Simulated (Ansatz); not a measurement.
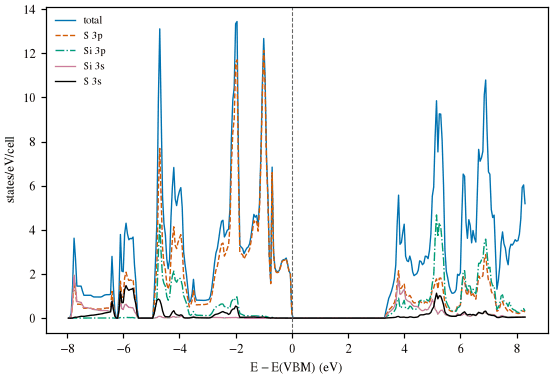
Figure: Total and projected density of states of SiS₂ in space group Ibam (No. 72; Si on 4a, S on 8j), the program Ansatz at the r²SCAN level (PAW)

Q: Which orbitals carry the states next to the gap?

A: Top 1 eV of the valence band: S 3p 97 %. Bottom 1 eV of the conduction band: S 3p 38 %, Si 3s 30 %, Si 3p 17 %, outside the projected shells 13 %. Projections are on Löwdin-orthogonalised atomic valence shells; empty p or d shells of many metals are not among them.

Q: Where is the tallest occupied peak in this window, and what makes it?

A: Near -2.0 eV, about 13 states/eV per cell; the largest projected share is S 3p.

The r²SCAN relaxation kept the symmetry of its start. A crystal of weakly bound chains computed without a dispersion correction: the cell and the soft elastic constants depend strongly on that.

Potentials: the earlier of the program's two PAW sets.
